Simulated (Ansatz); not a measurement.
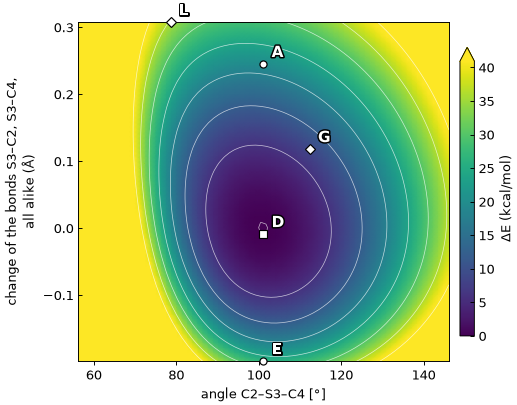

C2H9BSSi, SMILES BCSC[SiH3]. Coordinates scanned: (1) angle C2–S3–C4; (2) change of the bonds S3–C2, S3–C4, all alike. Nothing is relaxed (all other coordinates rigid). Grid: 9 × 9 points. Points are written as (first, second). Energies: kcal/mol, counted from the lowest grid point. Level of theory: Ansatz, RKS PBE0-D4/def2-SVP.

The picture shows a smooth colour map with a few white contour lines, one colour for all values above the top of the scale, lettered points. Between grid points the surface is interpolated.

> Rank the lettered points by energy, lowest first.

D (0 kcal/mol), G (9 kcal/mol), A (20 kcal/mol), E (27 kcal/mol), L (36 kcal/mol).

> What kind of point is each of A, D, G: minimum, saddle, maximum or slope?

A: on a slope; D: minimum; G: on a slope. (In these two coordinates alone; a stationary point may lie a little off the grid point.)
